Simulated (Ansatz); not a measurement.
Fields on a plane of YN (rock salt)

```xyz
2
Lattice="0.0000 2.4529 2.4529 2.4529 0.0000 2.4529 2.4529 2.4529 0.0000" Properties=species:S:1:pos:R:3 pbc="T T T"
N      0.0000     0.0000     0.0000
Y      2.4529     2.4529     2.4529
```

The slice is a {110} plane (indices of the conventional cell) through the point (0.000, 0.000, 0.000) (fractional), spanned by u = [100] and v = [1 -1 -1] in vectors of this cell: u (3.47 Å) and v (4.91 Å, at 90° to u). It covers one period; positions are fractions (u, v).

Atoms on it: N at (0.00, 0.00); Y at (0.00, 0.50).

Level of theory: PBE (plane waves to 420 eV, PAW, scalar-relativistic; Ansatz, an electronic-structure program). k mesh 12×12×12. These are valence fields of a PAW run, semicore shells included where kept as valence: close to a nucleus they are smooth pseudo fields. YN is run without spin polarisation. YN was relaxed with its symmetry unable to fall.

```
|9999998866554422111111111122445566889999|
|9999887766443322111100111122334466778899|
|8888776655443322110000001122334455667788|
|7766665544332211110000001111223344556666|
|5555554433222211000000000011222233445555|
|4444443322221100000000000000112222334444|
|4433333322111100000000000000111122333333|
|5544443322111100000000000000111122334444|
|6666555533221100000000000000112233555566|
|8888776655332211000000000011223355667788|
|9999888866443311110000001111334466888899|
|9999998877553322111100111122335577889999|
|9999999988664422111111111122446688999999|
|9999999988664422111111111122446688999999|
|9999999988664422111111111122446688999999|
|9999998877553322111100111122335577889999|
|9999888866443311110000001111334466888899|
|8888776655332211000000000011223355667788|
|6666555533221100000000000000112233555566|
|5544443322111100000000000000111122334444|
|4433333322111100000000000000111122333333|
|4444443322221100000000000000112222334444|
|5555554433222211000000000011222233445555|
|7766665544332211110000001111223344556666|
|8888776655443322110000001122334455667788|
|9999887766443322111100111122334466778899|
|9999998866554422111111111122445566889999|
|9999998877554433221111112233445577889999|
```
Scale: ten equal steps from -1.20 (start of '0') to 0.57 (end of '9'), in the order '0123456789'. Values: log₁₀ of the valence density in e/Å³. The map has 20 points along u (two characters each, u = 0 at the left) and 28 along v (v = 0 in the bottom row). The scale is logarithmic, as a density can span decades between atoms and voids.

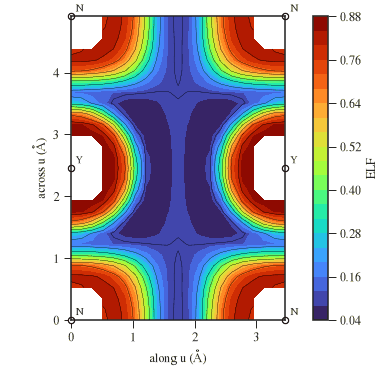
Fig. 1. Electron localisation function (ELF), one period of the plane, atoms marked. Points within 0.5 Å of a nucleus are left white, as the pseudised field means little there.

| Quantity | Result |
|---|---|
| Density on the N–Y line (2.45 Å) at its density minimum, 1.2 Å from N | 0.34 e/Å³ |
| ELF at that point | 0.2 |
